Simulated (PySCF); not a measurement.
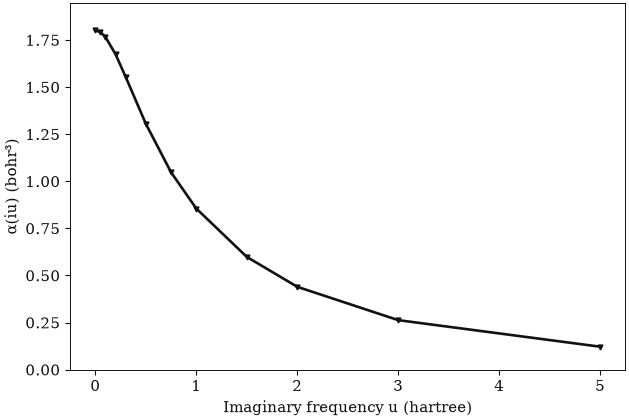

**Figure 1.** Dipole polarisability at imaginary frequency of O²⁺ ([He] 2s² 2p²). Coupled response at the HF level; PySCF, aug-pcseg-3, non-relativistic, unrestricted single determinants, no spin-orbit coupling. The static dipole polarisability is 1.80 bohr³; α(iu) falls to half of it near u = 0.93 hartree. The Casimir–Polder integral gives C₆ = 2.35 hartree bohr⁶ for two such species.

**Atomic calculation, with input and output: O²⁺**

O²⁺, configuration 1s2 2s2 2p2, multiplicity 3. Computed at this level: unrestricted HF, aug-pcseg-3, non-relativistic, point nucleus (PySCF).

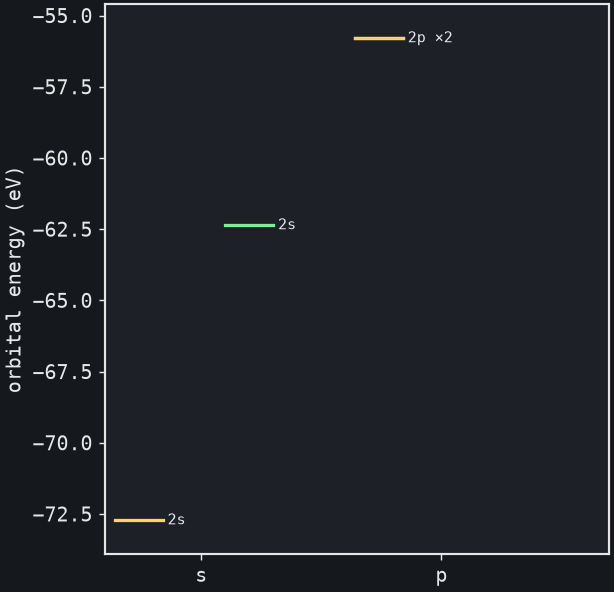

**Figure 2.** Orbital energies of the mean field, from the top down to −72.7 eV, by angular momentum, α spin at the left of each column and β at the right; ×n counts the orbitals under one label. The highest filled orbital is 2p α at −55.8 eV, the lowest empty one p α at −33.1 eV.

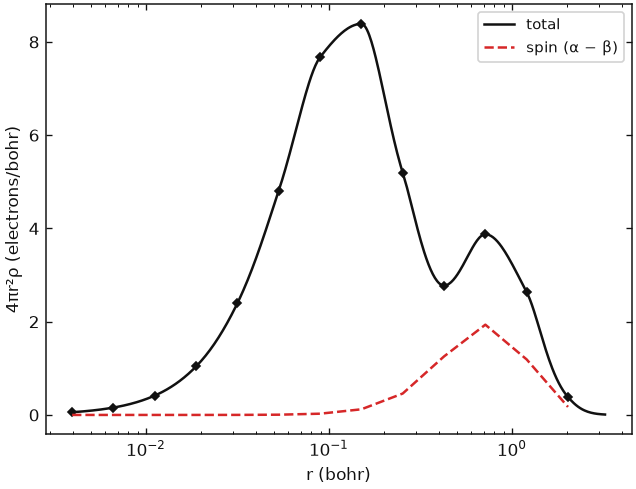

**Figure 3.** Spherically averaged radial density 4πr²ρ of the mean field and its spin part; markers are the stored points, which are sparse, and the line is a monotone interpolation between them. The largest stored value is 8.39 electrons/bohr at r = 0.15 bohr. Root-mean-square radii of the shells: 1s 0.230, 2p 1.09, 2s 1.13 bohr.

These pictures come from the run below.

### Input file
```python
from pyscf import gto, scf, dft, mp, cc
import basis_set_exchange as bse
mol = gto.M(atom="O 0 0 0", charge=2, spin=2, symmetry="D2h",
            basis=gto.basis.parse(bse.get_basis("aug-pcseg-3", elements=["O"], fmt="nwchem")))
mf = scf.UHF(mol)
mf.irrep_nelec = {'Ag': (2, 2), 'B1u': (1, 0), 'B2u': (1, 0)}
mf.kernel()
```

The script is an equivalent of what the driver set up; the driver started from orbitals of its own, so the log can be shorter than this script's would be, and it computed the properties (radii, ⟨L²⟩, response) afterwards. It held the occupations shell by shell, which the script's counts by irreducible representation don't always enforce.

### Output (extracts)
```
damping factor = 0
level_shift factor = 0
DIIS = <class 'pyscf.scf.diis.CDIIS'>
diis_start_cycle = 1
diis_space = 10
diis_damp = 0
SCF conv_tol = 1e-09
SCF conv_tol_grad = None
number electrons alpha = 4  beta = 2
cycle= 1 E= -73.1037035010506  delta_E= -0.0039  |g|= 0.026  |ddm|= 0.0231
cycle= 2 E= -73.1038998895637  delta_E= -0.000196  |g|= 0.00599  |ddm|= 0.00565
cycle= 3 E= -73.1039120099321  delta_E= -1.21e-05  |g|= 0.000204  |ddm|= 0.00183
cycle= 4 E= -73.1039120247871  delta_E= -1.49e-08  |g|= 9.46e-06  |ddm|= 8.04e-05
cycle= 5 E= -73.1039120248223  delta_E= -3.52e-11  |g|= 9.47e-07  |ddm|= 5.12e-06
converged SCF energy = -73.1039120248223  <S^2> = 2.0047048  2S+1 = 3.0031349
```

### Key numbers

- outcome: converged
- total energy: −73.103912 hartree
- kinetic energy: 73.135716 hartree
- −E/T (1 by the virial theorem at the basis-set limit): 0.9996
- ⟨S²⟩: 2.005
- ⟨L²⟩: 2.01
- static polarisability: 1.80 bohr³
- C₆ of the like pair: 2.35 hartree bohr⁶
- SCF iterations: 5
- hardware: 1 CPU thread, shared host
- CPU time: 8.2 s (integrals apart)
